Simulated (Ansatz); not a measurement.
Process, species as SMILES: ClB(Cl)Cl → B atom + 3 Cl atom
B3LYP-D3(BJ)/def2-TZVP geometries, fixed; electronic energies without zero-point terms.

Basis-set convergence of the atomisation energy at MP2 with Ansatz (an electronic-structure program). All functions are spherical. Cores are frozen. Open shells are unrestricted. No added dispersion term, no relativity. Functions are those of the species that has most. Reference: Hartree-Fock in aug-cc-pV(Q+d)Z plus the correlation part extrapolated as X^-3 from aug-cc-pV(T+d)Z and aug-cc-pV(Q+d)Z, 344.02 kcal/mol, itself unsure by roughly 1.44 kcal/mol (a third of the extrapolation step and of the last Hartree-Fock step). Deviations are taken from unrounded values.

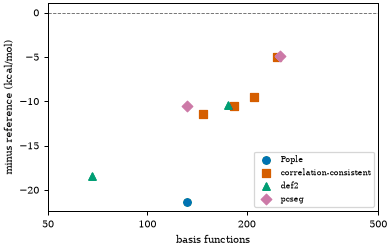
*Deviation from the reference against the number of basis functions, by family of sets.*

| basis | functions | atomisation energy (kcal/mol) | minus reference (kcal/mol) |
|---|---|---|---|
| def2-SVP | 68 | 325.62 | -18.40 |
| 6-311++G(2d,2p) | 132 | 322.68 | -21.33 |
| pcseg-2 | 132 | 333.46 | -10.56 |
| cc-pV(T+d)Z | 147 | 332.57 | -11.44 |
| def2-TZVPD | 175 | 333.63 | -10.39 |
| jun-cc-pV(T+d)Z | 183 | 333.52 | -10.49 |
| aug-cc-pV(T+d)Z | 211 | 334.44 | -9.58 |
| cc-pV(Q+d)Z | 247 | 339.02 | -4.99 |
| pcseg-3 | 252 | 339.12 | -4.90 |
